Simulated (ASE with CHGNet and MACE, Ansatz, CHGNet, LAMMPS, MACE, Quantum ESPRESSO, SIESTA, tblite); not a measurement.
## Zn2+ BF4- in dimethoxyethane and tetrahydrofuran at 480 K (85 atoms) in machine-learned potentials

Wanted: machine-learned potentials inputs and outputs for Zn2+ BF4- in dimethoxyethane and tetrahydrofuran at 480 K (85 atoms), checked against a plane-wave reference.

Method: the method is named at each step, in ASE with CHGNet and MACE.

### Step 1. Starting point

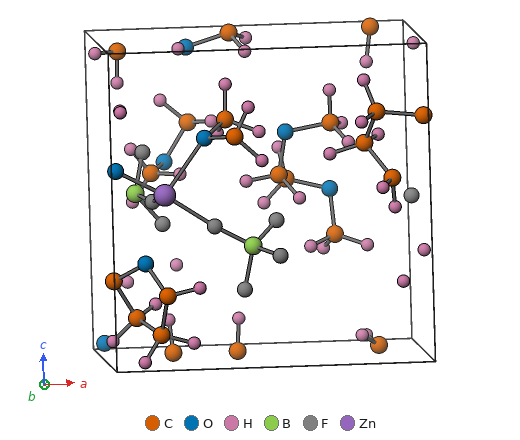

The cell as given, slightly off an axis (carbon orange, oxygen blue, hydrogen pink, boron green, fluorine grey, zinc purple). Bonds to atoms that aren't drawn are left out. Some periodic images of atoms are drawn too.

The cell holds 85 atoms: 20 C, 8 O, 46 H, 2 B, 8 F and 1 Zn. Cell: a = 10.026 Å, b = 10.026 Å, c = 10.026 Å, α = 90.0°, β = 90.0°, γ = 90.0°. 3 dimethoxyethane, 2 tetrahydrofuran, 1 Zn2+, 2 BF4- placed at random, at 1.08 g/cm³; overlaps pushed apart, then 10 ps at 550 K with stiff harmonic cages for PF6 and BF4 with UFF radii; divalent ions of Li, Roberts, Chakravorty and Merz (J. Chem. Theory Comput. 9, 2733 (2013)); MMFF94 bonds, angles, torsions, charges and radii (Halgren, J. Comput. Chem. 17, 490 (1996)) in harmonic and 12-6 forms; charges of ions scaled by 0.8. Snapshot after 30 ps at 480 K and fixed volume.

The yardstick, on the same geometry:

```
method                                           : Kohn-Sham DFT, PBE, SSSP efficiency 1.3.0 pseudopotentials, plane waves (Quantum ESPRESSO 7.5); sssp-pbe-1.3.0-efficiency, cutoffs 60/480 Ry, Γ point
r.m.s. force component                           : 1.132 eV/Å
longest force                                    : 4.736 eV/Å
pressure                                         : 2.852 GPa
gap (highest filled to lowest empty level) : 4.052 eV
time                                             : 95 s on 2 MPI ranks of Arm Neoverse V2, shared host
CPU time                                         : 3.2 min
```

### Step 2. CHGNet 0.3.0 potential

Method: machine-learned interatomic potential CHGNet 0.3.0, trained on PBE(+U) plane-wave data.

run.py

```python
import numpy as np
from ase.io import read
import mlip  # loads the published weights by name

atoms = read("structure.xyz")
atoms.calc = mlip.calc("chgnet-0.3.0")
energy = atoms.get_potential_energy()
forces = atoms.get_forces()
print(f"energy {energy:.6f} eV")
print("forces (eV/A)")
for i, (a, f) in enumerate(zip(atoms, forces)):
    print(f"{i:4d} {a.symbol:2s} {f[0]:10.5f} {f[1]:10.5f} {f[2]:10.5f}")
stress = -atoms.get_stress(voigt=False) * 160.21766
print("stress (GPa, compression positive)")
for row in stress:
    print(" ".join(f"{x:10.4f}" for x in row))
```

structure.xyz

```xyz
85
Lattice="10.02554 0.00000 0.00000 0.00000 10.02554 0.00000 0.00000 0.00000 10.02554" Properties=species:S:1:pos:R:3 pbc="T T T"
C 7.35233 5.85983 7.19583
O 5.91798 5.74042 6.95712
C 5.70734 6.13603 5.58773
C 6.02334 7.58743 5.34341
O 7.39905 7.60768 4.98620
C 7.50702 7.35514 3.56889
H 7.77491 6.85577 7.09989
H 7.84328 5.08465 6.62407
H 7.33739 5.67185 8.23337
H 6.28802 5.47084 4.88404
H 4.66278 5.98445 5.42843
H 5.85111 8.14705 6.30376
H 5.33700 7.84478 4.58989
H 8.48572 6.92213 3.23023
H 6.68734 6.67310 3.26331
H 7.20034 8.28180 3.07754
C 8.85255 8.18866 9.99336
O 0.21284 8.05472 0.31921
C 0.78650 6.90559 9.57469
C 2.25254 6.45013 0.06777
O 2.98581 7.52156 9.59254
C 4.33875 7.34130 10.01842
H 8.54316 9.23072 0.21846
H 8.27538 7.37028 0.36092
H 8.70317 8.17362 8.89626
H 0.02256 6.08109 9.59444
H 0.76946 7.13327 8.57093
H 2.59922 5.47274 9.70332
H 2.14276 6.50146 1.10461
H 4.93116 8.23578 9.77059
H 4.38898 7.14260 1.03494
H 4.76023 6.42777 9.48266
C 3.84359 3.11183 7.61039
O 3.09909 2.01563 7.12325
C 3.96861 0.85849 7.22721
C 3.13679 9.68658 7.06319
O 2.37335 9.83776 5.82985
C 1.85212 8.50667 5.58834
H 3.65541 4.07598 7.12635
H 4.88805 2.90781 7.20686
H 3.89292 3.28768 8.70006
H 4.81837 1.00737 6.43369
H 4.41525 0.79813 8.14264
H 2.27901 9.53830 7.79546
H 3.81732 8.85265 7.14059
H 2.71612 7.84639 5.57741
H 1.21169 8.16119 6.38928
H 1.25359 8.58377 4.69356
C 1.51356 1.09218 1.04436
C 0.84415 2.38728 1.50644
C 0.11319 1.85653 2.72845
O 1.06381 0.91884 3.31043
C 1.68048 0.21294 2.32613
H 2.54929 1.34894 0.73658
H 0.94451 0.66870 0.22648
H 0.09745 2.75512 0.76876
[... 25 atom lines left out ...]
F 5.36507 2.97027 4.39560
F 5.31163 0.89568 3.42823
F 3.33971 1.91187 4.34517
Zn 1.78164 1.69943 5.39133
```

Command:

```console
$ OMP_NUM_THREADS=1 python run.py > output.txt
```

The log of the run:

```text
CHGNet v0.3.0 initialized with 412,525 parameters
CHGNet will run on cpu
energy -466.268616 eV
forces (eV/A)
   0 C    -1.37445   -0.32288    0.22556
   1 O     0.69675    0.86574   -1.13651
   2 C     0.20502   -1.51794    0.34326
   3 C     1.11211   -0.49073    2.39626
   4 O     0.13819    0.39548   -0.39154
   5 C    -0.33290   -0.43188   -0.36083
   6 H    -0.05066    0.37642   -0.59584
   7 H     0.61817   -0.13871   -0.22490
   8 H     0.76919   -0.59342    1.57821
   9 H    -0.52058    0.29804    0.55831
  10 H    -0.92439   -0.26994   -0.30562
  11 H     0.15948   -0.16613   -0.80687
  12 H    -0.72758    1.27510   -1.51688
  13 H    -0.59678    0.58844    0.53874
  14 H     0.31355   -0.25875    0.06172
  15 H     0.51265    0.43628   -0.44316
  16 C     0.81355    1.40059   -1.03871
  17 O     0.57597   -1.10319   -0.79149
  18 C    -0.52971   -1.41365    2.96067
  19 C    -2.84902    1.03564   -2.55312
  20 O     1.28432    0.41818    0.03690
  21 C     0.54690   -0.44065   -1.89770
  22 H    -0.17177   -0.72186    0.54221
  23 H    -0.72029   -0.36978    0.68807
[...]
77 F    -0.65200    0.48719    0.16520
  78 F    -0.39163    1.99741    0.03353
  79 B     1.72854   -1.40046   -3.05871
  80 F    -0.30614    0.48926    1.44502
  81 F     0.03612    0.74285    0.36422
  82 F    -0.84174    0.33067    0.98789
  83 F     0.94599   -0.15049   -0.67365
  84 Zn    1.77226   -1.45565   -0.23249
stress (GPa, compression positive)
    1.1707    -0.0405     0.2464
   -0.0405     2.3541    -1.4306
    0.2464    -1.4306     4.0018
```

Run time: 4.2 s. Hardware: 1 thread of Arm Neoverse V2, shared host; peak memory 1.5 GiB.

Banners, paths, timers and routine set-up lines are dropped from the logs unmarked, and long logs keep their key lines alone; longer cuts are marked.

Compared with the plane-wave run:

```
r.m.s. force component                  : 1.072 eV/Å
r.m.s. difference of force components   : 215.3 meV/Å
longest difference of force vectors     : 1232 meV/Å
force difference over r.m.s. force      : 19.01 %
slope of forces against the reference's : 0.9305
correlation of force components         : 0.9824
pressure                                : 2.509 GPa
pressure difference                     : -0.3428 GPa
```

Length of the force difference by element (eV/Å):

```tsv
element	atoms	mean	most
B	2	0.47	0.52
C	20	0.50	1.2
F	8	0.13	0.27
H	46	0.13	0.28
O	8	0.59	1.2
Zn	1	0.50	0.50
```

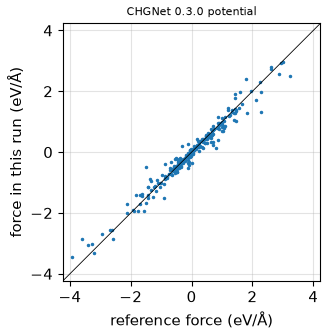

Force components against those of the reference; the line marks equality.

Local excerpt of 14 atoms (numbers count through the whole input) about Zn85, the only Zn atom; x, y, z are measured from there.

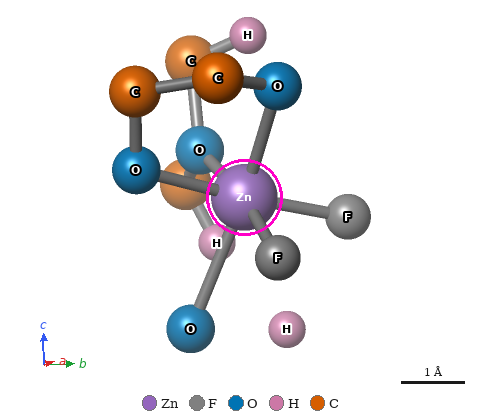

The atoms of the table, within 3.0 Å (arrows a, b, c point along x, y, z); some may hide others; the central atom is ringed.

```tsv
atom	x	y	z	distance (Å)	bonds	Fx	Fy	Fz (eV/Å)
Zn85	0.00	0.00	0.00	0.00	5	1.77	-1.46	-0.23
F76	-0.27	1.75	-0.32	1.80	2	-0.50	-0.27	0.76
O65	-1.55	-0.40	0.83	1.81	3	-2.70	-1.48	2.55
F84	1.56	0.21	-1.05	1.89	2	0.95	-0.15	-0.67
O37	0.59	-1.89	0.44	2.03	3	1.05	-1.71	0.31
O34	1.32	0.32	1.73	2.20	3	-0.54	-0.18	0.93
O52	-0.72	-0.78	-2.08	2.34	2	-1.14	1.32	2.52
H74	-2.78	0.10	-0.61	2.85	1	-0.64	0.54	-0.84
C66	-2.88	-0.37	0.34	2.92	4	-0.88	-0.35	-2.87
H59	-1.84	1.03	-2.06	2.95	1	-0.57	0.06	0.86
C36	1.36	-2.04	1.67	2.96	4	-1.95	0.60	0.45
C64	-1.85	-0.45	2.28	2.97	4	1.98	-2.01	0.78
C35	2.19	-0.84	1.84	2.98	4	-0.21	0.87	-3.33
H72	-1.31	0.38	2.66	2.99	1	0.10	1.17	0.95
```

Atoms are counted from 1 here, from 0 in the log.

Forces lie 19 % from the reference's, at 0.020 times its CPU time (on 1 against 2 cores).

### Step 3. CHGNet r2SCAN potential

Method: machine-learned interatomic potential CHGNet r2SCAN, trained on r2SCAN plane-wave data.

Edit run.py of step 2 so:

```diff
@@ -5,3 +5,3 @@
 atoms = read("structure.xyz")
-atoms.calc = mlip.calc("chgnet-0.3.0")
+atoms.calc = mlip.calc("chgnet-r2scan")
 energy = atoms.get_potential_energy()
```

structure.xyz is that of step 2.

The log of the run:

```text
CHGNet vr2scan initialized with 412,525 parameters
CHGNet will run on cpu
energy -505.407990 eV
forces (eV/A)
   0 C    -1.09763   -0.16922    0.17326
   1 O     0.69754    0.68927   -0.91546
   2 C    -0.06851   -1.34478    0.07642
   3 C     0.89151   -0.47626    2.22304
   4 O     0.23420    0.44130   -0.40940
   5 C    -0.42327   -0.42295   -0.44888
   6 H    -0.13752    0.16545   -0.48521
   7 H     0.42306   -0.05617   -0.19404
   8 H     0.58492   -0.49071    1.26048
   9 H    -0.49340    0.37376    0.67142
  10 H    -0.54462   -0.29949   -0.15865
  11 H     0.19313   -0.23671   -0.96107
  12 H    -0.53832    1.16263   -1.28662
  13 H    -0.76141    0.59606    0.49383
  14 H     0.48873   -0.08000    0.13302
  15 H     0.50048    0.16563   -0.20253
  16 C     0.72977    1.26731   -1.03019
  17 O     0.53518   -1.24429   -0.91152
  18 C    -0.59542   -1.29523    3.02456
  19 C    -2.71885    0.69537   -2.35398
  20 O     1.11687    0.32231    0.02029
  21 C     0.80210   -0.44207   -1.78446
  22 H    -0.07837   -0.80462    0.40399
  23 H    -0.54557   -0.24946    0.53446
[...]
77 F    -0.22195    0.34355    0.16522
  78 F    -0.40063    1.52992    0.13544
  79 B     1.16481   -1.09976   -2.27321
  80 F    -0.16836    0.24785    1.36940
  81 F    -0.07507    0.40561    0.17437
  82 F    -0.76712    0.50153    0.76625
  83 F     0.82786   -0.10116   -0.60021
  84 Zn    1.44830   -1.14045   -0.12680
stress (GPa, compression positive)
   -0.2265    -0.0961     0.3020
   -0.0961     0.8181    -1.3795
    0.3020    -1.3795     2.7074
```

It took 3.5 s on 1 thread; peak memory 1.5 GiB.

Compared with the plane-wave run:

| Property | Result |
| --- | --- |
| r.m.s. force component | 0.9857 eV/Å |
| r.m.s. difference of force components | 304.8 meV/Å |
| longest difference of force vectors | 1804 meV/Å |
| force difference over r.m.s. force | 26.92 % |
| slope of forces against the reference's | 0.8427 |
| correlation of force components | 0.968 |
| pressure | 1.1 GPa |
| pressure difference | -1.752 GPa |

Against the first run (19 %), the force difference from the reference is 27 %, at 0.92 times the CPU time; this potential was trained at another functional than the reference's, which explains only part of so large a difference.

### Step 4. MACE MP-0b3 medium potential

Method: machine-learned interatomic potential MACE MP-0b3 medium, trained on PBE(+U) plane-wave data.

Edit run.py of step 3 so:

```diff
@@ -5,3 +5,3 @@
 atoms = read("structure.xyz")
-atoms.calc = mlip.calc("chgnet-r2scan")
+atoms.calc = mlip.calc("mace-mp-0b3-medium")
 energy = atoms.get_potential_energy()
```

structure.xyz is that of step 3.

The log of the run:

```text
energy -454.540626 eV
forces (eV/A)
   0 C    -1.53777   -0.56579    0.40065
   1 O     1.26090    0.88443   -1.17573
   2 C     0.09026   -1.03391    0.63094
   3 C     1.18291   -0.95829    2.19313
   4 O     0.38038    0.54071   -0.79430
   5 C    -0.47219   -0.18838   -0.07884
   6 H    -0.03315    0.39414   -0.69278
   7 H     0.61879   -0.11867   -0.26135
   8 H     0.54313   -0.65592    1.56855
   9 H    -0.52211    0.15433    0.60666
  10 H    -1.02721   -0.36811   -0.34935
  11 H     0.15423    0.07046   -0.90939
  12 H    -0.81522    1.21303   -1.41248
  13 H    -0.54967    0.58732    0.62612
  14 H     0.29228   -0.31223   -0.00098
  15 H     0.55967    0.44186   -0.41970
  16 C     0.81040    1.36497   -0.91150
  17 O     0.62471   -1.49781   -0.92362
  18 C    -0.31039   -1.48464    3.14911
  19 C    -3.73534    1.16896   -2.50849
  20 O     1.76218    0.49760    0.13913
  21 C     0.40448   -0.55116   -1.99245
  22 H    -0.12720   -0.74886    0.52818
  23 H    -0.66746   -0.26482    0.72250
[...]
77 F    -0.66506    0.50729    0.09457
  78 F    -0.36891    1.81635    0.06109
  79 B     1.78701   -1.56721   -3.32348
  80 F    -0.19610    0.52427    1.56556
  81 F     0.01987    0.80434    0.33077
  82 F    -0.82883    0.35496    0.93525
  83 F     0.72819   -0.06195   -0.48735
  84 Zn    1.47013   -1.15321   -0.48173
stress (GPa, compression positive)
    1.4325     0.0098     0.1099
    0.0098     2.7197    -1.7271
    0.1099    -1.7271     3.9664
```

It took 7.4 s on 1 thread; peak memory 1.1 GiB.

Compared with the plane-wave run:

- r.m.s. force component: 1.105 eV/Å
- r.m.s. difference of force components: 165.1 meV/Å
- longest difference of force vectors: 897.2 meV/Å
- force difference over r.m.s. force: 14.58 %
- slope of forces against the reference's: 0.9659
- correlation of force components: 0.9894
- pressure: 2.706 GPa
- pressure difference: -0.1455 GPa

Against the first run (19 %), the force difference from the reference is 15 %, at 1.9 times the CPU time.

### Step 5. Side by side

Differences are against the plane-wave reference, forces as r.m.s. over components; share is that over the reference's r.m.s. force, slope the least-squares factor from reference forces to these. Total energies of different programs have different zeros and aren't compared.

```tsv
run	Δ force, r.m.s. (meV/Å)	share (%)	slope	Δ pressure (GPa)	cores	CPU time	memory (GiB)
reference	-	-	-	-	2	3.2 min	2.5
CHGNet 0.3.0 potential	215	19.0	0.930	-0.343	1	3.8 s	1.5
CHGNet r2SCAN potential	305	26.9	0.843	-1.75	1	3.5 s	1.5
MACE MP-0b3 medium potential	165	14.6	0.966	-0.145	1	7.2 s	1.1
```

Times of the machine-learned potentials are mostly Python's start and the loading of weights.

CPU time is summed over cores on a shared host, where runs went side by side, so it is rough. Symmetry, cutoffs, thresholds, outputs and thread counts weren't matched or tuned between programs; memory under MPI is the largest rank's times the ranks.

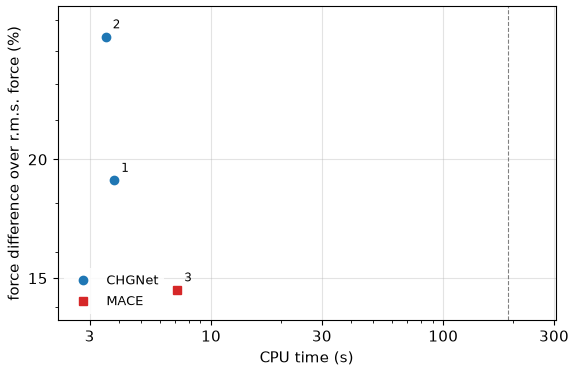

Force difference against CPU time; the dashed line marks the reference's time. Points: 1 CHGNet 0.3.0 potential; 2 CHGNet r2SCAN potential; 3 MACE MP-0b3 medium potential.

### Step 6. Outcome

```yaml
nearest_in_forces: MACE MP-0b3 medium potential, 15 %
its_cpu_time: 7.2 s
```

In words: Machine-learned potentials differ by 15 % (MACE MP-0b3 medium potential) to 27 % (CHGNet r2SCAN potential); they were trained on other programs' data, some at another functional. The reference's pressure holds the uncorrected Pulay stress of its 60 Ry basis, so small pressure differences, and their order, may be the reference's own error. Machine-learned potentials mimic data converged in k, so the reference's own k-point error enters their differences. The network of contacts between molecules at the start is that of the classical potential that made the cell, and needn't be the one that DFT or experiment would give. The reference's stress is far from hydrostatic: its diagonal is 1.5, 2.6, 4.5 GPa, compression counted positive. The reference's PBE has no dispersion term, which matters for the binding between molecules or layers. The density was typed from a rule of thumb and may lie off the real one at this temperature. The electronic-structure runs sample only Γ, in a cell whose shortest periodic width is 10 Å.

[Also dropped from logs without a mark: logging warnings of Python, and SIESTA's first energy breakdown and zero terms.]

[Logs are printed without paths, hosts, clocks, repeated set-up lines and the standing remarks that a program may print on its own settings, such as how far it seeks lower states.]

[Hosts, paths, dates, database ids (printed as entryN), source tags and the programs' standing remarks are cut or masked in the printed files.]

[The MMFF94 radii named for the starting cell were scaled by 0.96; in molecules described by MMFF94, hydrogen bound to N, O or S took a small fixed 12-6 site in their place.]
